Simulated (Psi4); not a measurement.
# ClF (chlorine monofluoride) at MP3/cc-pVTZ

Aim: the vertical singlet–triplet gap of ClF (chlorine monofluoride) at MP3/cc-pVTZ, from 2 runs. 

The calculation is run with Psi4 1.11.

3 further runs of the same task are left out: 1 that didn't finish, 2 set aside as unsound or not needed.

### 1 The molecule

The species is ClF (2 atoms), meant as a singlet with charge 0. SMILES: `FCl`. The shape is that of a PBE0-D4/def2-TZVP optimisation.

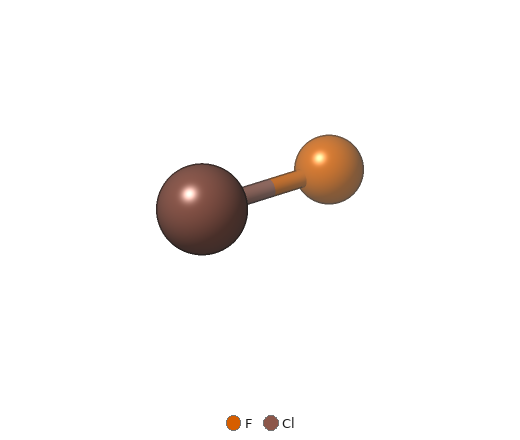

Viewed from a chosen angle; fluorine orange, chlorine brown.

### 2 The energy at MP3/cc-pVTZ

File clf.inp:

```
memory 2200 mb

molecule mol {
  F      0.000000     0.000000     0.031290
  Cl     0.000000     0.000000     1.650960
  units angstrom
  symmetry c1
}

set {
  reference       rhf
  puream          true
  e_convergence   1e-09
  d_convergence   1e-08
  scf_type        pk
  num_frozen_docc 6
  mp_type         conv
}

e = energy("mp3/cc-pVTZ")
print_variables()
```

Run with:

```bash
$ psi4 clf.inp clf.out -n 1
```

clf.out:

```text
[...]
  Running in c1 symmetry.
[...]
  Nuclear repulsion =   49.988030421326577
[...]
  Multiplicity = 1
[...]
  Nalpha       = 13
  Nbeta        = 13
[...]
    Number of basis functions: 64
[...]
   @RHF iter   1:  -558.87808329107384   -3.16384e-01   3.88712e-03 DIIS/ADIIS
[...]
   @RHF iter  10:  -558.90131580631669   -2.51248e-11   8.57280e-09 DIIS
[...]
    Orbital Energies [Eh]
    ---------------------
    Doubly Occupied:
       1A   -104.935161     2A    -26.353816     3A    -10.652917
       4A     -8.120371     5A     -8.116240     6A     -8.116240
       7A     -1.641028     8A     -1.103832     9A     -0.725103
      10A     -0.725103    11A     -0.699857    12A     -0.490309
      13A     -0.490309
[...]
  @RHF Final Energy:  -558.90131580631669
   => Energetics <=
    Nuclear Repulsion Energy =             49.9880304213265774
    One-Electron Energy =                -873.4381232116792262
    Two-Electron Energy =                 264.5487769840359533
    Total Energy =                       -558.9013158063166884
[...]
 Multipole Moments:
 ------------------------------------------------------------------------------------
     Multipole            Electronic (a.u.)      Nuclear  (a.u.)        Total (a.u.)
 ------------------------------------------------------------------------------------
 L = 1.  Multiply by 2.5417464519 to convert [e a0] to [Debye]
 Dipole X            :         -0.0000000            0.0000000           -0.0000000
 Dipole Y            :         -0.0000000            0.0000000           -0.0000000
 Dipole Z            :         -0.0027564            0.4680760            0.4653196
 Magnitude           :                                                    0.4653196
[...]
	SCS-MP2 Total Energy (a.u.)        :  -559.33784292882024
	SOS-MP2 Total Energy (a.u.)        :  -559.33390406335957
[...]
	SOS-PI-MP2 Total Energy (a.u.)     :  -559.36718008313210
[...]
	MP2 Total Energy (a.u.)            :  -559.34572065974135
[...]
	SCS-MP3 Total Energy (a.u.)        :  -559.34135159429013
[...]
	MP3 Total Energy (a.u.)            :  -559.35975532162081
[...]
```

It took 14 s on 1 thread of Intel Xeon at 2.50GHz (Skylake/Cascade Lake), shared host; peak memory 0.42 GiB.

### 3 The triplet, same level

File clf.in:

```
memory 2200 mb

molecule m {
  0 3
  F
  Cl 1 1.61967
  symmetry c1
  no_reorient
  no_com
}

set globals {
  basis           cc-pVTZ
  reference       uhf
  puream          true
  e_convergence   1e-09
  d_convergence   1e-08
  scf_type        pk
  num_frozen_docc 6
  maxiter         100
  mp_type         conv
}

result, w = energy("mp3", return_wfn=True)
```

Run with:

```bash
$ psi4 -n 1 clf.in clf.out
```

clf.out:

```text
[...]
  Running in c1 symmetry.
[...]
  Nuclear repulsion =   49.988030421326577
[...]
  Multiplicity = 3
[...]
  Nalpha       = 14
  Nbeta        = 12
[...]
    Number of basis functions: 64
[...]
   @UHF iter   1:  -558.74701376531584   -1.85314e-01   4.70180e-03 DIIS/ADIIS
[...]
   @UHF iter  14:  -558.79000669530092   -3.75167e-12   6.17839e-09 DIIS
[...]
   @S^2 Observed:                2.022518306E+00
[...]
    Orbital Energies [Eh]
    ---------------------
    Alpha Occupied:
       1A   -104.957321     2A    -26.303167     3A    -10.676424
       4A     -8.157069     5A     -8.148444     6A     -8.133466
       7A     -1.658314     8A     -1.190336     9A     -0.802889
      10A     -0.734115    11A     -0.705004    12A     -0.576557
      13A     -0.514518    14A     -0.378658
    Alpha Virtual:
      15A      0.422793    16A      0.439995    17A      0.452418
      18A      0.538380    19A      0.560791    20A      0.563344
      21A      0.588321    22A      0.629241    23A      0.759131
      24A      1.005661    25A      1.025426    26A      1.035765
[...]
  @UHF Final Energy:  -558.79000669530092
   => Energetics <=
    Nuclear Repulsion Energy =             49.9880304213265774
    One-Electron Energy =                -873.4989482588613328
    Two-Electron Energy =                 264.7209111422338879
    Total Energy =                       -558.7900066953009173
  UHF NO Occupations:
  HONO-2 :   12  A 1.9949456
  HONO-1 :   13  A 1.0000000
[...]
 Multipole Moments:
 ------------------------------------------------------------------------------------
     Multipole            Electronic (a.u.)      Nuclear  (a.u.)        Total (a.u.)
 ------------------------------------------------------------------------------------
 L = 1.  Multiply by 2.5417464519 to convert [e a0] to [Debye]
 Dipole X            :         -0.0000000            0.0000000           -0.0000000
 Dipole Y            :         -0.0000000            0.0000000           -0.0000000
 Dipole Z            :          0.1447921            0.4680760            0.6128681
 Magnitude           :                                                    0.6128681
[...]
	SCS-MP2 Total Energy (a.u.)        :  -559.20022446777784
	SOS-MP2 Total Energy (a.u.)        :  -559.19306362083375
[...]
	SOS-PI-MP2 Total Energy (a.u.)     :  -559.22406799972089
[...]
	MP2 Total Energy (a.u.)            :  -559.21454616166614
[...]
	SCS-MP3 Total Energy (a.u.)        :  -559.20368258485371
[...]
	MP3 Total Energy (a.u.)            :  -559.22837862996960
[...]
```

Wall time 18 s (1 thread of Intel Xeon at 2.50GHz (Skylake/Cascade Lake), shared host); peak memory 0.43 GiB.

### 4 Results

At MP3/cc-pVTZ, 6 core orbitals frozen:

| quantity | value |
| --- | --- |
| singlet: total energy | -559.35976 Eh |
| singlet: HOMO energy (Hartree–Fock orbitals) | -13.34 eV |
| singlet: LUMO energy (Hartree–Fock orbitals) | 1.89 eV |
| singlet: HOMO–LUMO gap (Hartree–Fock orbitals) | 15.23 eV |
| singlet: correlation energy (6 core orbitals frozen) | -458.4 mEh |
| triplet: total energy | -559.22838 Eh |
| triplet: HOMO energy (Hartree–Fock orbitals) (highest over α and β) | -10.30 eV |
| triplet: LUMO energy (Hartree–Fock orbitals) (lowest over α and β) | -1.09 eV |
| triplet: correlation energy (6 core orbitals frozen) | -438.4 mEh |
| triplet: ⟨S²⟩ of the reference determinant | 2.023 |
| vertical energy of the triplet above the singlet | 3.575 eV |

**Reading.** At this shape the triplet lies 3.57 eV (345 kJ/mol) above the singlet.
